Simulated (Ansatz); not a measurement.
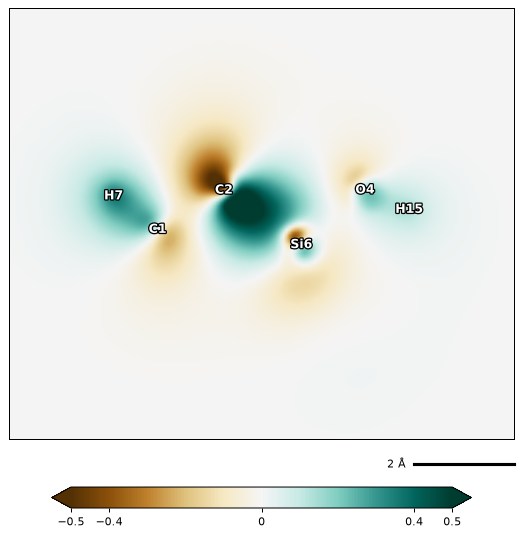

*C3H10O2Si (SMILES CC[Si](C)(O)O). The HOMO on the plane of atoms C1, C2 and Si6 (values in Å⁻³ᐟ²; the overall sign is arbitrary).*

Geometry: r2SCAN-D4/def2-SVP.

Computed with isolated molecule in a Gaussian basis; Kohn-Sham density functional theory, functional PBE0 (Ansatz).

The calculation's input:

```
crystal:
  periodic: [false, false, false]
  atoms:
    - symbol: C
      position_ang: [0.389335, -1.522065, 0.778542]
    - symbol: C
      position_ang: [-0.143778, -0.094234, 0.932198]
    - symbol: C
      position_ang: [-0.388196, 0.494095, -2.131143]
    - symbol: O
      position_ang: [-1.764684, 1.987209, -0.010963]
    - symbol: O
      position_ang: [-2.532281, -0.576875, -0.692130]
    - symbol: Si
      position_ang: [-1.240304, 0.467617, -0.474562]
    - symbol: H
      position_ang: [0.989751, -1.836511, 1.647480]
    - symbol: H
      position_ang: [1.030522, -1.621050, -0.113008]
    - symbol: H
      position_ang: [-0.434197, -2.245672, 0.662428]
    - symbol: H
      position_ang: [-0.723595, 0.005275, 1.869298]
    - symbol: H
      position_ang: [0.688319, 0.626627, 1.033399]
    - symbol: H
      position_ang: [-1.075779, 0.826961, -2.925995]
    - symbol: H
      position_ang: [0.480208, 1.171966, -2.125837]
    - symbol: H
      position_ang: [-0.035159, -0.511874, -2.409550]
    - symbol: H
      position_ang: [-2.309674, 2.456126, -0.653788]
    - symbol: H
      position_ang: [-3.079032, -0.723211, 0.089150]
basis:
  gaussian:
    orbitals: def2-SVPD
magnetization:
  spin_polarized: false
hamiltonian:
  xc: {name: PBE0}
output: {forces: true, orbitals: {seedname: orbitals}}
```

Launched as:

```sh
ansatz run input.yaml --threads 2 --pin off --max-ram 4350MiB --events-out events.jsonl --progress --plain --runs-dir runs
```

Where does this orbital lie, and at what energy?

By Hirshfeld shares it lies mainly on C2 (about 25 %), Si6 (about 15 %), C3 (about 15 %), O5 (about 10 %) and C1 (about 5 %). Its energy is −8.05 eV.
